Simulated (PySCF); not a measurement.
**NMR shielding calculation, with input and output: C$_{2}$H$_{12}$Si$_{3}$**

- system: C$_{2}$H$_{12}$Si$_{3}$, SMILES C[SiH]([SiH3])C[SiH3]
- method: GIAO PBE0/pcSseg-1 NMR shielding, non-relativistic, gas phase (PySCF 2.14.0)

The geometry comes from this level: PBE0-D3(BJ)/def2-SVP. Figures and captions count atoms from 1; the log counts them from 0 in places.

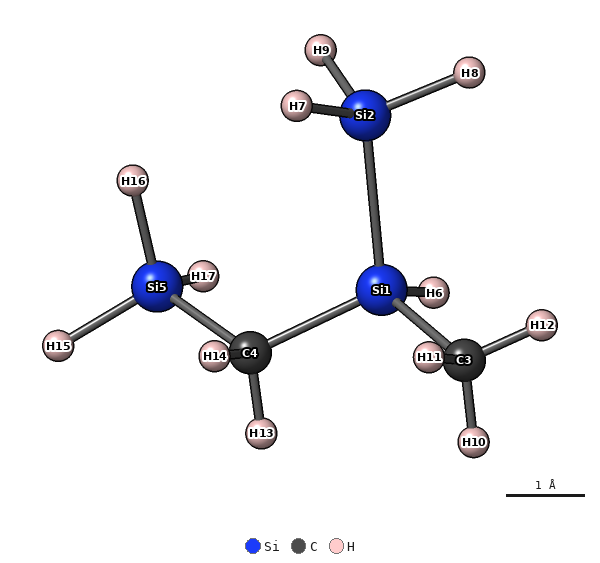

**Figure 1.** The structure as given in the input (ball-and-stick view, seen at a tilt; atoms are numbered from 1 in the order of the input).

Summary:

| quantity | value |
| --- | --- |
| outcome | converged |
| total energy | −951.402239 hartree |
| HOMO | −7.92 eV |
| LUMO | 0.21 eV |
| dipole moment | 1.54 D |
| isotropic shielding, Si | 389.5 to 458.7 ppm |
| isotropic shielding, C | 186.4 to 194.7 ppm |
| isotropic shielding, H | 27.0 to 31.6 ppm |
| hardware | 1 CPU thread, shared host |
| wall time | 21 s |
| peak memory | 0.91 GiB |

Input file:
```
{"job": {"kind": "nmr", "xc": "PBE0", "basis": "pcSseg-1"}, "charge": 0, "multiplicity": 1}
Si    -0.605939     0.075757    -0.548924
Si    -0.682335     1.783918     1.065681
C     -0.490625     0.838308    -2.268306
C      0.851185    -1.082390    -0.225544
Si     0.908314    -1.852882     1.488348
H     -1.876962    -0.713088    -0.437029
H      0.655452     2.449084     1.184859
H     -1.679406     2.824200     0.655663
H     -1.071171     1.270562     2.415916
H     -0.462439     0.054791    -3.041906
H      0.420633     1.448780    -2.365256
H     -1.358264     1.485634    -2.468580
H      0.827915    -1.888044    -0.980583
H      1.788678    -0.521150    -0.385148
H      2.048953    -2.812957     1.611692
H      1.080207    -0.785166     2.522346
H     -0.361610    -2.587202     1.779161
```

The first line tells a small driver script what to run in PySCF; the rest is the geometry in Å.

Launch command:
```bash
OMP_NUM_THREADS=1 python <driver script> task.json out
```

Output:
```
coarse grid: 14488 points
cycle   1  E = -951.3303646745  dE = -1.925e-01  |g| = 4.174e-01  |ddm| = 3.490e+00
cycle   2  E = -951.3128151098  dE =  1.755e-02  |g| = 4.791e-01  |ddm| = 7.225e-01
cycle   3  E = -951.3736509418  dE = -6.084e-02  |g| = 3.777e-02  |ddm| = 4.586e-01
cycle   4  E = -951.3740547909  dE = -4.038e-04  |g| = 1.472e-02  |ddm| = 7.125e-02
cycle   5  E = -951.3741111194  dE = -5.633e-05  |g| = 4.656e-03  |ddm| = 1.974e-02
cycle   6  E = -951.3741166493  dE = -5.530e-06  |g| = 8.910e-04  |ddm| = 5.321e-03
final grid: 122664 points
cycle   7  E = -951.4022297599  dE = -1.575e-05  |g| = 6.073e-03  |ddm| = 1.846e-02
cycle   8  E = -951.4022245826  dE =  5.177e-06  |g| = 7.410e-03  |ddm| = 1.206e-02
cycle   9  E = -951.4022391329  dE = -1.455e-05  |g| = 3.396e-04  |ddm| = 6.854e-03
cycle  10  E = -951.4022391528  dE = -1.989e-08  |g| = 1.290e-04  |ddm| = 4.900e-04
cycle  11  E = -951.4022391570  dE = -4.216e-09  |g| = 3.298e-05  |ddm| = 1.360e-04
cycle  12  E = -951.4022391573  dE = -2.663e-10  |g| = 7.988e-06  |ddm| = 4.252e-05
```

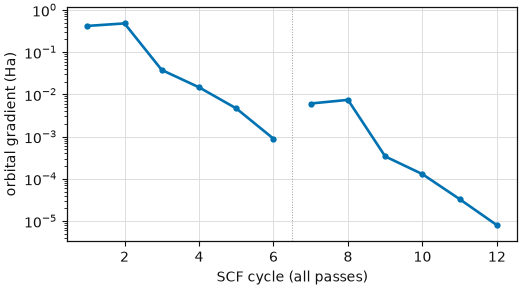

**Figure 2.** Convergence of the self-consistent field: orbital gradient against the SCF cycle. The dotted line marks the change from a coarse to the final integration grid. The first 6 cycles use a coarse grid, the final grid takes over at cycle 7, and the field converges after 12 cycles in all.

```
converged SCF energy = -951.4022391573

GIAO shielding tensors (ppm)
atom      isotropic    diamagn.    paramagn.     s11        s22        s33       span
  0 Si     389.549     882.058    -492.509    349.137    390.123    429.387     80.250
  1 Si     458.704     881.170    -422.466    452.210    456.043    467.860     15.650
  2 C      186.387     253.939     -67.551    178.813    187.204    193.145     14.333
  3 C      194.690     259.457     -64.768    188.816    195.886    199.366     10.550
  4 Si     420.348     879.532    -459.184    393.859    400.108    467.077     73.217
  5 H       27.029      30.874      -3.845     23.990     25.543     31.555      7.564
  6 H       27.902      29.851      -1.948     25.035     26.000     32.671      7.636
  7 H       27.911      29.322      -1.411     24.484     25.766     33.482      8.998
  8 H       27.658      29.600      -1.942     23.951     26.339     32.684      8.733
  9 H       30.756      30.038       0.718     25.983     28.320     37.967     11.984
 10 H       31.032      31.171      -0.139     26.954     29.019     37.124     10.170
 11 H       30.990      29.766       1.224     26.081     28.247     38.641     12.560
 12 H       31.192      31.781      -0.589     25.440     29.144     38.992     13.551
 13 H       31.551      33.279      -1.728     26.722     29.577     38.354     11.632
 14 H       27.177      27.980      -0.803     23.538     24.762     33.230      9.692
 15 H       27.380      29.312      -1.931     23.347     27.272     31.522      8.175
 16 H       27.394      28.855      -1.461     24.082     25.740     32.361      8.278
```

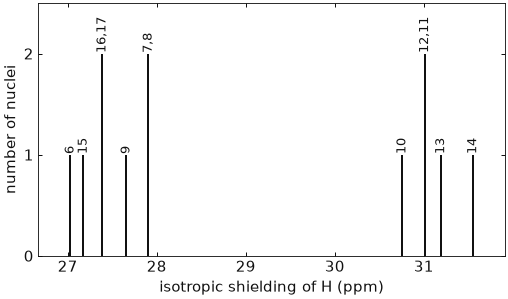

**Figure 3.** Isotropic shieldings of the hydrogen nuclei in this fixed geometry, labelled by atom number; shielding grows to the right, so chemical shift grows to the left. The least shielded is H6 (27.0 ppm), the most shielded H14 (31.6 ppm).

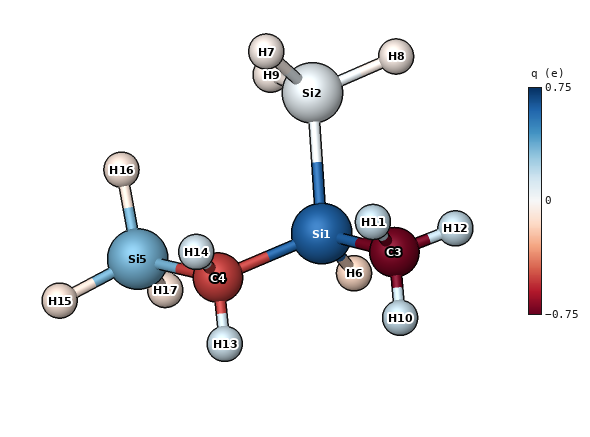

**Figure 4.** ESP-fitted charges, as the colour of each atom (ball-and-stick view, seen at a tilt; atoms are numbered from 1 in the order of the input). By element: Si +0.06 to +0.61, C −0.71 to −0.51 and H −0.16 to +0.18 e.
